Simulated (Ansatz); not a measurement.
AlN$_{2}$H$_{6}$Cl: nudged elastic band (part 2 of 2)

Continued. System: AlN$_{2}$H$_{6}$Cl. Method: RKS B3LYP-D4/6-31G* (Ansatz 0.2.0). The run did not end well. It belongs to a series of runs on one base structure; here: band between the two ends.

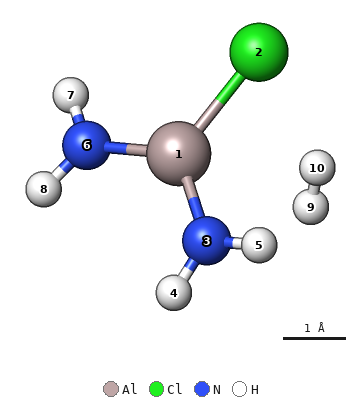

Fig. 1: The starting structure (ball-and-stick view, seen at a tilt; atoms are numbered from 1 in the order of the input). Sticks mark near contacts.

```
Unfinished report: {"positions_ang":[[-0.05957123484748916,0.420927557034708,-0.6108711376277115],[0.31031918376290324,1.6787017960388522,3.589843861342021],[1.5522599487863733,-0.13267958134958474,-1.1773563000319724],[1.7976658512510617,-0.6948685213208673,-1.9301133470531777],[2.4271943814532455,0.2299525891400114,-0.8263318025628323],[-1.5765909078622817,-0.14565325859982597,-1.2887299271495762],[-1.6849300256509399,-0.6949571930375458,-2.1045223565131104],[-2.4779498269317712,0.19264022917531398,-0.9627958540043344],[-0.09588012228996273,1.0655065580265357,0.7968106163916497],[-0.03811624767113862,1.345528824892401,2.4190652372090446]],"unchecked":["starts","cluster_reference","orbital_swaps","neighbouring_geometries","increment"],"mean_field":{"relativity":"none","state":{"energy":{"ev":-22198.965707634427,"hartree":-815.7969427561745},"converged":true,"gradient_ev":0.00002256617067083736,"stability":{"kind":"minimum","curvature_ev":40.06702973162623},"curvature_floor_ev":0.00030000000000000003,"spin_squared":2.4868995751603507e-14},"others":[],"fillings":{"estimated":0,"unestimated":0,"tried":0,"untried":0,"excluded_magnetic_sites":0},"n_dropped_functions":0,"n_trapped_functions":0,"passes":{"evaluations":4,"products":24},"factors":{"origin":"Cholesky decomposition","count":882,"bound_ev":0.0005846873785432242},"gradient_stop_ev":0.00009,"reference_kind":"stationary","functional":{"name":"B3LYP","citations":["Stephens, Devlin, Chabalowski & Frisch, J. Phys. Chem. 98, 11623 (1994) doi:10.1021/j100096a001","Becke, Phys. Rev. A 38, 3098 (1988) doi:10.1103/PhysRevA.38.3098","Lee, Yang & Parr, Phys. Rev. B 37, 785 (1988) doi:10.1103/PhysRevB.37.785","Vosko, Wilk & Nusair, Can. J. Phys. 58, 1200 (1980) doi:10.1139/p80-159"],"text":"name \"B3LYP\"\ncite \"Stephens, Devlin, Chabalowski & Frisch, J. Phys. Chem. 98, 11623 (1994) doi:10.1021/j100096a001\"\ncite \"Becke, Phys. Rev. A 38, 3098 (1988) doi:10.1103/PhysRevA.38.3098\"\ncite \"Lee, Yang & Parr, Phys. Rev. B 37, 785 (1988) doi:10.1103/PhysRevB.37.785\"\ncite \"Vosko, Wilk & Nusair, Can. J. Phys. 58, 1200 (1980) doi:10.1139/p80-159\"\nparameter a0 = 0.2\nparameter ax = 0.72\nparameter ac = 0.81\nexchange = (1 - a0 - ax)*slater_x + ax*b88_x + a0*exact_x\ncorrelation = (1 - ac)*vwn_rpa_c + ac*lyp_c\n","parameters":{"a0":{"value":0.2,"default":0.2},"ac":{"value":0.81,"default":0.81},"ax":{"value":0.72,"default":0.72}},"final_grid":{"core_spheres":13.0,"valence_spheres":11.0,"degree":36.0},"final_grid_parameter_source":"default","radial_points_factor":1.0,"radial_grid_error_ev":6.729326096032238e-7,"grid_sensitivity":"normal","grid_sensitivity_ratio":0.0013437628806248659},"unsmoothed_excess_ev":-0.0002753505014369134,"symmetry":{"irreps":["A"],"axes":[[0.9996732379869346,0.025486107801585906,-0.001968644671694146],[-0.02542729232207201,0.9993475516753072,0.02565002467322728],[0.0026210795267113925,-0.025591585915984427,0.9996690455707926]],"occupied":[{"A":25},{"A":25}]},"held":{"pivots":882,"left_out":3,"joined":0},"density_repulsion":{"missed_ev":0.00004669057268864522,"excess_ev":0.0,"most_excess_ev":0.000135,"are_drawn_again":false,"n_first_factors":882,"energy_change_ev":0.0,"n_dropped_ends":0}},"factors":{"origin":"Cholesky decomposition","count":882,"bound_ev":0.0005846873785432242},"n_frozen":0,"n_occupied":[25,25],"n_virtual":[55,55],"reference":{"ev":-22198.965707634427,"hartree":-815.7969427561745},"dispersion":{"energy":{"ev":-0.22383765716816806,"hartree":-0.008225882178316818},"switches_in_reach":[]},"total":{"ev":-22199.189545291596,"hartree":-815.8051686383529},"forces_ev_per_angstrom":[[0.9477127476877443,-0.7275466648196866,-0.010460845908181977],[0.28473511989358685,0.3107697168233202,1.1537834251252],[-0.45676347659075067,1.3170235392517509,1.4242895179497093],[0.07978175845333205,-1.3128912161694057,-1.828414597642686],[-0.032232519910558324,0.2630804791602235,0.4174316856234071],[-0.4708617593382295,0.6482369959320785,0.6260603340096894],[-0.16693663902945327,-0.5751168691700917,-0.9356385978663642],[0.13203752768278343,-0.12356142156111113,-0.06018512549684174],[-0.08158620497362867,0.4806670062561072,0.2664754509476004],[-0.23588655386574223,-0.2806615657040686,-1.053341246744418]],"charge_distribution":{"dipole_moment_e_ang":[-0.1030873887365798,-0.14785992091746603,-0.8236429484378592],"mulliken_charges_e":[0.7045910666189812,-0.24561152243492046,-0.9023297571104827,0.31902982446552397,0.3205914699781489,-0.8932279673319536,0.3252083721244725,0.32647347098385504,-0.1385705925602272,0.18384563526661557],"lowdin_charges_e":[0.08378974993669885,-0.15596425323237995,-0.44644612419664575,0.21791412613852157,0.23251809318246663,-0.42426889045026694,0.22772429608613143,0.23765652218946742,-0.08964634185837106,0.11672282220441443]},"n_threads":1,"memory_gib":1.7045454550534487,"seconds":{"hamiltonian":3.02605675,"orbitals":0.0,"second_order":0.0,"solver_start":0.0,"cycles":0.0,"cycle":0.0,"perturbative":0.0,"full_ci_increment":0.0,"forces":0.0}}
this run last wrote the band of iteration 54 to [file]
Error: NEB band did not converge after 54 iterations: max|band force component| = 1.53e0 eV/Å (threshold 3.0e-2); raise `neb.max_iterations` in a new run, which can start from the last band evaluated (`neb.initial_path`, with `crystal.atoms` and `neb.final_atoms` set to its first and last images), add images, or start from endpoints closer to local minima. Where this run's directory can be resumed (`checkpoint.write`), a resume goes on for up to `neb.max_iterations` more; to start a new run from the last band, take its images' positions from the `neb_iteration` event of iteration 54 (`data.images[].positions_ang`), in the event stream of the run that computed that iteration (not this run's, if it was resumed behind it). With `checkpoint.write`, `steps/00-neb/state/checkpoint.json` in the run directory holds the last saved band, under `neb.evaluated.images[].positions_ang` (a band under a hybrid functional on support functions is neither saved nor resumed: `neb.initial_path` says where its path is): check the last entry of `neb.iterations` there, which is earlier than 54 if that iteration was not saved or its write failed. If the band's step has no `state` directory and holds `state.next`, a write was cut short, and the file is under `state.next` instead (behind a loss of power it can be under `state.prev`)
this run wrote the band of iteration 54 to [file] as well, whether or not its events were kept: a new run's `neb.initial_path` can list its `images[].positions_ang`
a run's events are kept only if it was started with --events-out <file>, and are in that file
```

### The last band as extended XYZ (Å, eV, eV/Å)
```
10
Properties=species:S:1:pos:R:3:forces:R:3 image=0 energy=-22200.89190
Al    0.0069   -0.3362   -0.0889    0.0013   0.0016   0.0013
Cl    0.0032   -0.6011    2.0142    0.0010   0.0005  -0.0038
N     1.5694   -0.1795   -0.9049   -0.0105  -0.0019   0.0015
H     1.7024   -0.0466   -1.8987    0.0045  -0.0007  -0.0022
H     2.4591   -0.1991   -0.4242   -0.0001  -0.0003   0.0012
N    -1.5534   -0.3126   -0.9240    0.0085  -0.0008   0.0003
H    -2.4431   -0.4137   -0.4535    0.0018   0.0004  -0.0037
H    -1.6858   -0.1953   -1.9200   -0.0050   0.0009   0.0050
H     0.0560    3.0480    1.0001   -0.0011  -0.0227   0.0215
H     0.0399    2.5012    1.5050   -0.0004   0.0231  -0.0210
10
Properties=species:S:1:pos:R:3:forces:R:3 image=1 energy=-22200.90162
Al    0.4070   -0.3249   -0.0684   -0.0091  -0.0003   0.0034
Cl    0.6302   -0.4434    2.0327   -0.0046  -0.0129   0.0054
N     1.7820   -0.7939   -1.0781   -0.0001   0.0037   0.0027
H     1.7842   -0.8423   -2.0883    0.0044   0.0080  -0.0052
H     2.6780   -1.0776   -0.7038    0.0022   0.0019  -0.0046
N    -1.1334    0.2683   -0.7110   -0.0050   0.0005   0.0064
H    -1.9477    0.4469   -0.1382    0.0031   0.0004   0.0073
H    -1.3444    0.4252   -1.6880    0.0029  -0.0060  -0.0001
H    -1.4462    3.0522    1.4333    0.0046   0.0029  -0.0051
H    -1.2553    2.5546    0.9147    0.0015   0.0019  -0.0101
10
Properties=species:S:1:pos:R:3:forces:R:3 image=2 energy=-22200.70253
Al    0.5892   -0.0084   -0.3963    0.0005   0.0082   0.0229
Cl    1.1378    1.1433    1.3075   -0.0084  -0.0271  -0.0079
N     1.7452   -1.2581   -0.8620   -0.0158  -0.0106  -0.0204
H     1.5710   -1.9170   -1.6107    0.0156   0.0137   0.0047
H     2.6323   -1.4397   -0.4114    0.0044   0.0085   0.0055
N    -0.9288    0.2312   -1.3171    0.0144   0.0133  -0.0002
H    -1.8265    0.1771   -0.8497   -0.0353   0.0027   0.0740
H    -0.9866    0.9742   -2.0049    0.0266  -0.0060  -0.0743
H    -2.2378    2.8103    2.0055    0.0001   0.0008   0.0102
H    -1.5415    2.5520    2.0439   -0.0022  -0.0034  -0.0144
10
Properties=species:S:1:pos:R:3:forces:R:3 image=3 energy=-22200.88555
Al    0.4107   -0.2316   -0.0629   -0.0012   0.0043   0.0078
Cl    0.7052    0.4014    1.9385    0.0001  -0.0001  -0.0026
N     1.7366   -1.0889   -0.8612    0.0066  -0.0053  -0.0039
H     1.7376   -1.4147   -1.8188   -0.0026   0.0004   0.0015
H     2.6118   -1.3138   -0.4065   -0.0008   0.0010   0.0005
N    -1.1392    0.1407   -0.8292   -0.0025  -0.0016  -0.0074
H    -1.4144   -0.1292   -1.7644   -0.0006   0.0016   0.0029
H    -1.8695    0.6791   -0.3822    0.0022  -0.0003  -0.0001
H    -1.5490    3.3633    0.9100   -0.0023   0.0021   0.0002
H    -1.0755    2.8588    1.1818    0.0013  -0.0021   0.0011
10
Properties=species:S:1:pos:R:3:forces:R:3 image=4 energy=-22200.84352
Al    0.0069   -0.1483    0.0510   -0.0095  -0.1357   0.0913
Cl    0.0025    0.0655    2.1654   -0.0133  -0.0630  -0.0133
N     1.5747   -0.3241   -0.7505   -0.0033   0.0113   0.0207
H     1.7123   -0.5276   -1.7310    0.0047   0.0434  -0.0451
H     2.4633   -0.2428   -0.2748    0.0029  -0.0383   0.0183
N    -1.5394   -0.2718   -0.8030    0.0069   0.0083   0.0108
H    -1.6451   -0.5936   -1.7556    0.0128   0.0485  -0.0550
H    -2.4449   -0.0921   -0.3908    0.0031  -0.0299   0.0586
H    -0.0101    2.8042    0.3395    0.0063   0.0795   0.0551
H     0.0342    2.5957    1.0548   -0.0106   0.0758  -0.1413
10
Properties=species:S:1:pos:R:3:forces:R:3 image=5 energy=-22199.31022
Al   -0.0028    0.7485   -0.7381   -0.0028   0.0208  -0.0364
Cl    0.1635    0.3019    2.4265    0.0168   0.0178   0.0577
N     1.5504   -0.0779   -1.0420   -0.0294  -0.0120   0.0586
H     1.6627   -1.0564   -1.2740    0.0137   0.0044  -0.0212
H     2.4417    0.3199   -0.7726   -0.0043  -0.0151  -0.0282
N    -1.5545   -0.0837   -1.0264    0.0017   0.0239   0.0012
H    -1.6961   -1.0690   -1.2047    0.0130  -0.0061  -0.0240
H    -2.4459    0.3934   -0.9787   -0.0022  -0.0167   0.0093
H    -0.0172    2.2977   -0.4028    0.0045  -0.0063   0.0179
H     0.0526    1.4908    2.9177   -0.0109  -0.0106  -0.0348
10
Properties=species:S:1:pos:R:3:forces:R:3 image=6 energy=-22199.18927
Al   -0.0596    0.4209   -0.6109    0.9477  -0.7275  -0.0105
Cl    0.3103    1.6787    3.5898    0.2847   0.3108   1.1538
N     1.5523   -0.1327   -1.1774   -0.4568   1.3170   1.4243
H     1.7977   -0.6949   -1.9301    0.0798  -1.3129  -1.8284
H     2.4272    0.2300   -0.8263   -0.0322   0.2631   0.4174
N    -1.5766   -0.1457   -1.2887   -0.4709   0.6482   0.6261
H    -1.6849   -0.6950   -2.1045   -0.1669  -0.5751  -0.9356
H    -2.4779    0.1926   -0.9628    0.1320  -0.1236  -0.0602
H    -0.0959    1.0655    0.7968   -0.0816   0.4807   0.2665
H    -0.0381    1.3455    2.4191   -0.2359  -0.2807  -1.0533
10
Properties=species:S:1:pos:R:3:forces:R:3 image=7 energy=-22199.38959
Al   -0.0553    0.3936   -0.5704    0.0026  -0.0459  -0.0560
Cl    0.2627    1.4660    3.7099    0.0026  -0.0082  -0.0468
N     1.5406   -0.1143   -1.1622    0.0619   0.0027   0.0063
H     1.7354   -0.7235   -1.9467   -0.0509   0.0064  -0.0020
H     2.4096    0.1816   -0.7356   -0.0037   0.0067   0.0230
N    -1.5716   -0.1171   -1.3424   -0.0404  -0.0012   0.0007
H    -1.6679   -0.7330   -2.1397    0.0420   0.0049  -0.0013
H    -2.4860    0.1767   -1.0238   -0.0064   0.0116   0.0268
H    -0.1266    1.3437    0.6989    0.0004   0.0128   0.0108
H     0.1133    1.3914    2.4169   -0.0079   0.0103   0.0385
10
Properties=species:S:1:pos:R:3:forces:R:3 image=8 energy=-22199.39044
Al    0.0026    0.4487   -0.5864    0.0000   0.0108   0.0195
Cl    0.0556    1.2872    3.6541    0.0008   0.0013  -0.0277
N     1.5732   -0.1097   -1.1999   -0.0049   0.0046   0.0040
H     1.7221   -0.7725   -1.9497    0.0039  -0.0030  -0.0038
H     2.4608    0.1932   -0.8191   -0.0033  -0.0017  -0.0032
N    -1.5496   -0.0998   -1.2532    0.0141   0.0100   0.0098
H    -1.6767   -0.7627   -2.0067   -0.0074  -0.0074  -0.0091
H    -2.4474    0.2113   -0.9047   -0.0021  -0.0021  -0.0033
H    -0.0143    1.4899    0.6163    0.0005  -0.0132  -0.0121
H     0.0281    1.3794    2.3542   -0.0017   0.0006   0.0259
```

The run was set up as follows.

### Input file
```yaml
crystal:
  periodic: [false, false, false]
  atoms:
    - { symbol: Al, position_ang: [0.00688, -0.33624, -0.08894] }
    - { symbol: Cl, position_ang: [0.003157, -0.60113, 2.014166] }
    - { symbol: "N", position_ang: [1.569372, -0.179457, -0.904888] }
    - { symbol: H, position_ang: [1.70237, -0.046623, -1.898698] }
    - { symbol: H, position_ang: [2.459052, -0.199051, -0.424161] }
    - { symbol: "N", position_ang: [-1.553394, -0.312551, -0.924] }
    - { symbol: H, position_ang: [-2.443144, -0.413662, -0.453524] }
    - { symbol: H, position_ang: [-1.685769, -0.195315, -1.919995] }
    - { symbol: H, position_ang: [0.055998, 3.047956, 1.000058] }
    - { symbol: H, position_ang: [0.039879, 2.501172, 1.504981] }
basis:
  gaussian: { orbitals: "6-31G*" }
hamiltonian:
  xc: b3lyp
  dispersion: d4
neb:
  order_check: false
  images: 7
  f_tol: 0.03
  max_iterations: 54
  final_atoms:
    - { symbol: Al, position_ang: [0.00264862, 0.44870812, -0.5863823] }
    - { symbol: Cl, position_ang: [0.05561775, 1.28718242, 3.65413548] }
    - { symbol: "N", position_ang: [1.57316957, -0.10968067, -1.19985688] }
    - { symbol: H, position_ang: [1.7221077, -0.77247165, -1.94971417] }
    - { symbol: H, position_ang: [2.46079995, 0.19321329, -0.81912317] }
    - { symbol: "N", position_ang: [-1.54959491, -0.09979747, -1.25316427] }
    - { symbol: H, position_ang: [-1.67666424, -0.76270578, -2.00670625] }
    - { symbol: H, position_ang: [-2.44744224, 0.21131199, -0.90471897] }
    - { symbol: H, position_ang: [-0.01431324, 1.48991626, 0.61627913] }
    - { symbol: H, position_ang: [0.02807203, 1.37942249, 2.35425038] }
  initial_path:
    images:
      - { positions_ang: [[0.00688, -0.33624, -0.08894], [0.003157, -0.60113, 2.014166], [1.569372, -0.179457, -0.904888], [1.70237, -0.046623, -1.898698], [2.459052, -0.199051, -0.424161], [-1.553394, -0.312551, -0.924], [-2.443144, -0.413662, -0.453524], [-1.685769, -0.195315, -1.919995], [0.055998, 3.047956, 1.000058], [0.039879, 2.501172, 1.504981]] }
      - { positions_ang: [[0.00456393, -0.24893909, -0.06201183], [-0.00386459, -0.40950638, 2.15916673], [1.59418868, -0.14601853, -0.90987689], [1.81074309, -0.2793231, -1.7034906], [2.37529152, 0.06411879, -0.63131402], [-1.57920288, -0.24485929, -0.93154625], [-2.41429563, -0.52278285, -0.54350511], [-1.73903694, 0.03760171, -1.84801518], [0.06171859, 2.73784952, 0.87525295], [0.04429522, 2.27695823, 1.50033921]] }
      - { positions_ang: [[0.00224787, -0.16163818, -0.03508366], [-0.01088619, -0.21788277, 2.30416745], [1.61900537, -0.11258006, -0.91486579], [1.91911618, -0.51202321, -1.50828321], [2.29153105, 0.32728858, -0.83846704], [-1.60501176, -0.17716757, -0.9390925], [-2.38544727, -0.6319037, -0.63348622], [-1.79230488, 0.27051841, -1.77603537], [0.06743919, 2.42774304, 0.75044791], [0.04871144, 2.05274446, 1.49569743]] }
      - { positions_ang: [[-6.82e-05, -0.07433727, -0.00815549], [-0.01790778, -0.02625915, 2.44916818], [1.64382205, -0.07914159, -0.91985468], [2.02748927, -0.74472331, -1.31307581], [2.20777057, 0.59045837, -1.04562007], [-1.63082063, -0.10947586, -0.94663875], [-2.3565989, -0.74102456, -0.72346733], [-1.84557282, 0.50343512, -1.70405555], [0.07315978, 2.11763656, 0.62564286], [0.05312766, 1.82853069, 1.49105564]] }
      - { positions_ang: [[-0.00238427, 0.01296365, 0.01877268], [-0.02492938, 0.16536446, 2.5941689], [1.66863873, -0.04570312, -0.92484358], [2.13586236, -0.97742342, -1.11786842], [2.1240101, 0.85362817, -1.25277309], [-1.65662951, -0.04178415, -0.954185], [-2.32775053, -0.85014541, -0.81344843], [-1.89884076, 0.73635182, -1.63207574], [0.07888038, 1.80753008, 0.50083781], [0.05754389, 1.60431692, 1.48641386]] }
      - { positions_ang: [[-0.00112605, 0.12189976, -0.13251606], [-0.0047926, 0.44581895, 2.85916055], [1.64477144, -0.06169751, -0.9935969], [2.03242369, -0.92618547, -1.32582986], [2.20820756, 0.68852445, -1.14436061], [-1.62987086, -0.05628748, -1.02892982], [-2.16497896, -0.8282855, -1.11176289], [-2.03599113, 0.60509187, -1.45023654], [0.05558197, 1.72812662, 0.52969814], [0.05017592, 1.54809331, 1.70337299]] }
      - { positions_ang: [[0.00013218, 0.23083588, -0.28380481], [0.01534419, 0.72627344, 3.12415219], [1.62090415, -0.0776919, -1.06235023], [1.92898503, -0.87494753, -1.53379129], [2.29240502, 0.52342073, -1.03594813], [-1.60311221, -0.07079081, -1.10367464], [-2.00220739, -0.80642559, -1.41007734], [-2.1731415, 0.47383191, -1.26839735], [0.03228357, 1.64872317, 0.55855847], [0.04280796, 1.4918697, 1.92033212]] }
      - { positions_ang: [[0.0013904, 0.339772, -0.43509355], [0.03548097, 1.00672793, 3.38914384], [1.59703686, -0.09368628, -1.13110355], [1.82554637, -0.82370959, -1.74175273], [2.37660249, 0.35831701, -0.92753565], [-1.57635356, -0.08529414, -1.17841945], [-1.83943582, -0.78456568, -1.70839179], [-2.31029187, 0.34257195, -1.08655816], [0.00898516, 1.56931972, 0.5874188], [0.03544, 1.4356461, 2.13729125]] }
      - { positions_ang: [[0.00264862, 0.44870812, -0.5863823], [0.05561775, 1.28718242, 3.65413548], [1.57316957, -0.10968067, -1.19985688], [1.7221077, -0.77247165, -1.94971417], [2.46079995, 0.19321329, -0.81912317], [-1.54959491, -0.09979747, -1.25316427], [-1.67666424, -0.76270578, -2.00670625], [-2.44744224, 0.21131199, -0.90471897], [-0.01431324, 1.48991626, 0.61627913], [0.02807203, 1.37942249, 2.35425038]] }
```

Command:
```bash
ansatz run input.yaml --threads 1 --pin off --max-ram 2048MiB --backend cpu --events-out ev --progress --plain --runs-dir out
```

### What the run reported

- outcome: not converged
- barrier, forward (band not converged): 1.703 eV
- barrier, backward: 0.201 eV
- hardware: 1 thread of Arm Neoverse V2, 24 GiB of memory available, shared host
- wall time: 20 min
- peak memory: 0.19 GiB

The run did not converge: “NEB band did not converge after 54 iterations: max|band force component| = 1.53e0 eV/Å (threshold 3.0e-2); raise `neb.max_iterations` in a new run, which can start from the last band evaluated (`neb.initial_path`, with `crystal.atoms` and `neb.final_atoms` set to its first and last images), add images, or start from endpoints closer to local minima …” Its last values are not results.
